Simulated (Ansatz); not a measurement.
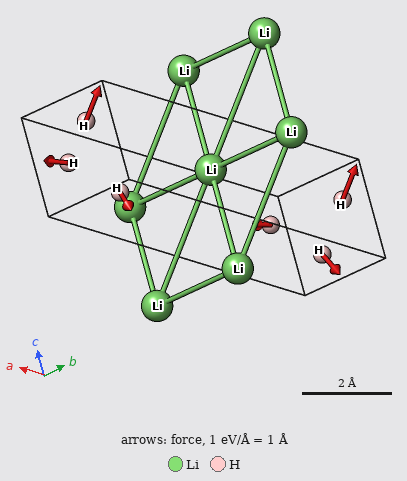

Starting geometry of a crystal of LiH5 (a generated structure, set up in Amm2) (coarse preliminary run) with the computed forces as red arrows. Style: ball-and-stick. Shown: the cell of the calculation, from a free direction.

Method: Ansatz, DFT PBE, scalar-relativistic, plane waves, PAW.

Input
```yaml
crystal:
  lattice:
    - [7.4657506, 0.0, 0.0]
    - [0.0, 2.35542729, 1.66151688]
    - [0.0, -2.35542729, 1.66151688]
  atoms:
    - { symbol: Li, position: [0.5, 0.63484121, 0.63484121] }
    - { symbol: H, position: [0.10597161, 0.10931443, 0.58830377] }
    - { symbol: H, position: [0.89402839, 0.58830377, 0.10931443] }
    - { symbol: H, position: [0.10597161, 0.58830377, 0.10931443] }
    - { symbol: H, position: [0.89402839, 0.10931443, 0.58830377] }
    - { symbol: H, position: [0.0, 0.70280943, 0.70280943] }
basis:
  ecutwfc: 420
kpoints:
  mp_grid: { grid: [4, 6, 6] }
hamiltonian:
  xc: pbe
scf:
  occupations: { method: gaussian, width: 0.1 }
  lower_state_search: "off"
output:
  forces: true
  stress: true
  eigenvalues: true
relax:
  adjacent_minimum: "off"
  f_tol: 0.04
  max_steps: 70
  cell: { stress_tol: 0.4 }
```

Launched with:
```bash
ansatz run input.yaml --threads 1 --pin off --max-ram 2048MiB --backend cpu --events-out ev --progress --plain --runs-dir out
```

Q: Is this structure relaxed? If not, where do the atoms go?

A: It isn't relaxed: the largest force vector, on H6, is 0.88 eV/Å. The final displacements follow the starting forces only in part (cosine between the two patterns 0.35). The energy falls by 586 meV per atom in 20 accepted moves (24 points after the start). Largest force component: 0.88 eV/Å at the start, 0.0088 eV/Å at the end. Pressure: −8.68 GPa at the start and −0.02 GPa at the end. The line search rejected the trial steps at points 18, 20 of the run. At 2 points the geometry stayed and the basis and grid were re-selected for the new cell (energy shift of 1.1 meV per atom at most each time). The largest move relative to the cell is that of Li1, 0.63 Å along [0 −1 −1]. Largest moves by element: Li 0.63 Å, H 0.55 Å. The drawn cell changes as follows: a 7.466 → 4.168 Å (−44.2 %), b = c 2.882 → 3.133 Å (+8.7 %), α 109.6° → 135.0°; the volume changes by −50.5 %. Near-neighbour distances that change, for instance: Li1–H2 4.121 → 2.085 Å, Li1–H2 (another image) 3.291 → 1.995 Å, Li1–H2 (another image) 3.266 → 2.085 Å, Li1–Li1 3.323 → 2.395 Å. Bond angles that change, for instance: Li1–Li1–Li1 109.6° → 135.0°. The space group (tolerance 0.01 Å) goes from Amm2 (No. 38) to Cmmm (No. 65).
